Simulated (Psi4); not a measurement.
**CH6O2Si (SMILES C[SiH](O)O) at wB97X-D/aug-cc-pVDZ (density fitting with cc-pvtz-jkfit, sweep point 4)**

Aim: the vertical ionisation energy of CH6O2Si at wB97X-D/aug-cc-pVDZ (density fitting with cc-pvtz-jkfit, sweep point 4), from 2 runs. The job is set up through a Python script.

The results are computed with Psi4 1.11.

2 further runs of the same task are left out: 2 set aside as unsound or not needed. Runs told in other sessions of the task aren't counted.

## Step 1: Starting point

CH6O2Si has 10 atoms, charge 0, and is taken as a singlet. As SMILES, `C[SiH](O)O`. The coordinates come from a PBE0-D4/def2-TZVP relaxation. This is one conformer, not always the lowest.

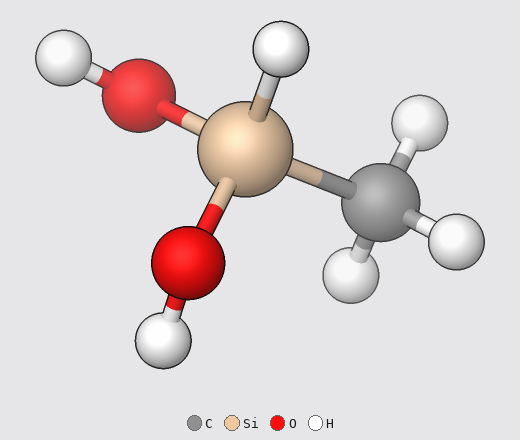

The structure, seen from a chosen angle (carbon grey, silicon light orange, oxygen red, hydrogen white).

## Step 2: The energy at wB97X-D/aug-cc-pVDZ (density fitting with cc-pvtz-jkfit, sweep point 4)

Contents of run.py:

```python
import psi4

psi4.set_memory('1600 MB')
psi4.set_num_threads(1)
psi4.core.set_output_file('ch6o2si.out', False)

molecule = psi4.geometry("""
0 1
C     -1.293000     0.347800    -0.146400
Si     0.517500     0.180000     0.206800
O      0.650400    -1.156000     1.160800
O      1.425000     0.058500    -1.161600
H     -1.681100    -0.549800    -0.635600
H     -1.853400     0.489100     0.780800
H     -1.484400     1.203800    -0.797400
H      1.088600     1.369900     0.884700
H      1.521500    -1.366900     1.499800
H      1.192100    -0.627600    -1.788900
symmetry c1
""")

psi4.set_options({
    'puream': True,
    'scf_type': 'df',
    'dft_radial_points': 99,
    'dft_spherical_points': 590,
    'df_basis_scf': 'cc-pvtz-jkfit',
})

e_tot = psi4.energy('wb97x-d/aug-cc-pVDZ', molecule=molecule)
print(f'wb97x-d/aug-cc-pVDZ energy: {e_tot:.10f} Eh')
```

Command:

```sh
python run.py
```

ch6o2si.out:

```text
[...]
  Running in c1 symmetry.
[...]
  Nuclear repulsion =  183.964371714482013
[...]
  Multiplicity = 1
[...]
  Nalpha       = 21
  Nbeta        = 21
[...]
    Number of basis functions: 150
[...]
   @DF-RKS iter   1:  -481.31134146158541   -4.33323e-01   6.60865e-03 DIIS/ADIIS
[...]
   @DF-RKS iter   8:  -481.71761019013616   -2.05760e-07   7.58965e-07 DIIS
[...]
    Orbital Energies [Eh]
    ---------------------
    Doubly Occupied:
       1A    -66.327610     2A    -19.269722     3A    -19.269661
       4A    -10.279294     5A     -5.431452     6A     -3.777956
       7A     -3.776153     8A     -3.774377     9A     -1.119401
      10A     -1.098855    11A     -0.802318    12A     -0.659204
      13A     -0.614082    14A     -0.513521    15A     -0.502953
      16A     -0.485838    17A     -0.472209    18A     -0.465156
      19A     -0.413851    20A     -0.407601    21A     -0.384079
[...]
  @DF-RKS Final Energy:  -481.71761019013616
   => Energetics <=
    Nuclear Repulsion Energy =            183.9643717144820130
    One-Electron Energy =               -1029.5298337808992528
    Two-Electron Energy =                 396.2892806148971658
    DFT Exchange-Correlation Energy =     -32.4385509974466260
    Empirical Dispersion Energy =          -0.0028777411694482
    VV10 Nonlocal Energy =                  0.0000000000000000
    Total Energy =                       -481.7176101901361562
[...]
 Multipole Moments:
 ------------------------------------------------------------------------------------
     Multipole            Electronic (a.u.)      Nuclear  (a.u.)        Total (a.u.)
 ------------------------------------------------------------------------------------
 L = 1.  Multiply by 2.5417464519 to convert [e a0] to [Debye]
 Dipole X            :          3.2763493           -3.3620048           -0.0856554
 Dipole Y            :         -1.3184377            1.0518773           -0.2665605
 Dipole Z            :          0.1945783           -0.3355948           -0.1410165
 Magnitude           :                                                    0.3134916
[...]
```

On the terminal:

```text
wb97x-d/aug-cc-pVDZ energy: -481.7176101901 Eh
```

It took 24 s on 1 thread of AMD EPYC 9R45 (Zen 5), shared host; peak memory 1.3 GiB.

## Step 3: The doublet cation, same level

Contents of ch6o2si.py:

```python
import psi4

psi4.set_memory('1600 MB')
psi4.set_num_threads(1)
psi4.core.set_output_file('ch6o2si.out', False)

molecule = psi4.geometry("""
1 2
C     -1.293000     0.347800    -0.146400
Si     0.517500     0.180000     0.206800
O      0.650400    -1.156000     1.160800
O      1.425000     0.058500    -1.161600
H     -1.681100    -0.549800    -0.635600
H     -1.853400     0.489100     0.780800
H     -1.484400     1.203800    -0.797400
H      1.088600     1.369900     0.884700
H      1.521500    -1.366900     1.499800
H      1.192100    -0.627600    -1.788900
symmetry c1
""")

psi4.set_options({
    'basis': 'aug-cc-pVDZ',
    'reference': 'uks',
    'puream': True,
    'scf_type': 'df',
    'dft_radial_points': 99,
    'dft_spherical_points': 590,
    'df_basis_scf': 'cc-pvtz-jkfit',
    'maxiter': 100,
})

e, wfn = psi4.energy("wb97x-d", return_wfn=True)
print(f'wb97x-d energy: {e:.10f} Eh')
```

Command:

```sh
python ch6o2si.py
```

ch6o2si.out:

```text
[...]
  Running in c1 symmetry.
[...]
  Nuclear repulsion =  183.964371714482013
[...]
  Multiplicity = 2
[...]
  Nalpha       = 21
  Nbeta        = 20
[...]
    Number of basis functions: 150
[...]
   @DF-UKS iter   1:  -480.94882705947668   -7.08083e-02   6.04894e-03 DIIS/ADIIS
[...]
   @DF-UKS iter  16:  -481.31767311526755   -3.74255e-07   6.82132e-07 DIIS
[...]
   @S^2 Observed:                7.580470299E-01
[...]
    Orbital Energies [Eh]
    ---------------------
    Alpha Occupied:
       1A    -66.590501     2A    -19.529983     3A    -19.512423
       4A    -10.540745     5A     -5.693543     6A     -4.040092
       7A     -4.038033     8A     -4.037268     9A     -1.366788
      10A     -1.340746    11A     -1.055947    12A     -0.903197
      13A     -0.851503    14A     -0.766927    15A     -0.748490
      16A     -0.721982    17A     -0.715157    18A     -0.708154
      19A     -0.667991    20A     -0.654577    21A     -0.646092
    Alpha Virtual:
      22A     -0.114396    23A     -0.099979    24A     -0.090851
      25A     -0.075849    26A     -0.053934    27A     -0.052799
[...]
  @DF-UKS Final Energy:  -481.31767311526755
   => Energetics <=
    Nuclear Repulsion Energy =            183.9643717144820130
    One-Electron Energy =               -1019.1668542943807552
    Two-Electron Energy =                 386.1245374084030573
    DFT Exchange-Correlation Energy =     -32.2368502026023904
    Empirical Dispersion Energy =          -0.0028777411694482
    VV10 Nonlocal Energy =                  0.0000000000000000
    Total Energy =                       -481.3176731152675529
  UHF NO Occupations:
  HONO-2 :   19  A 1.9987907
  HONO-1 :   20  A 1.9981324
[...]
 Multipole Moments:
 ------------------------------------------------------------------------------------
     Multipole            Electronic (a.u.)      Nuclear  (a.u.)        Total (a.u.)
 ------------------------------------------------------------------------------------
 L = 1.  Multiply by 2.5417464519 to convert [e a0] to [Debye]
 Dipole X            :          2.8802893           -3.3620048           -0.4817155
 Dipole Y            :         -0.8374399            1.0518773            0.2144374
 Dipole Z            :          0.2156978           -0.3355948           -0.1198969
 Magnitude           :                                                    0.5407481
[...]
```

On the terminal:

```text
wb97x-d energy: -481.3176731153 Eh
```

Run time: 65 s. Hardware: 1 thread of AMD EPYC 9R45 (Zen 5), shared host; peak memory 1.3 GiB.

## Step 4: Results

At wB97X-D/aug-cc-pVDZ (density fitting with cc-pvtz-jkfit, sweep point 4):

| quantity | value |
| --- | --- |
| singlet CH6O2Si: total energy | -481.71761 Eh |
| singlet CH6O2Si: dipole moment | 0.80 D |
| singlet CH6O2Si: HOMO energy | -10.45 eV |
| singlet CH6O2Si: LUMO energy | 0.86 eV |
| singlet CH6O2Si: HOMO–LUMO gap | 11.31 eV |
| singlet CH6O2Si: dispersion energy | -7.56 kJ/mol |
| doublet cation: total energy | -481.31767 Eh |
| doublet cation: HOMO energy (highest over α and β) | -16.95 eV |
| doublet cation: LUMO energy (lowest over α and β) | -11.33 eV |
| doublet cation: dispersion energy | -7.56 kJ/mol |
| doublet cation: ⟨S²⟩ | 0.758 |
| vertical ionisation energy (to the doublet cation) | 10.883 eV |

In words: The vertical ionisation energy comes to 10.88 eV (1050 kJ/mol). −ε(HOMO) before ionisation, 10.45 eV, is 0.43 eV below this ionisation energy.
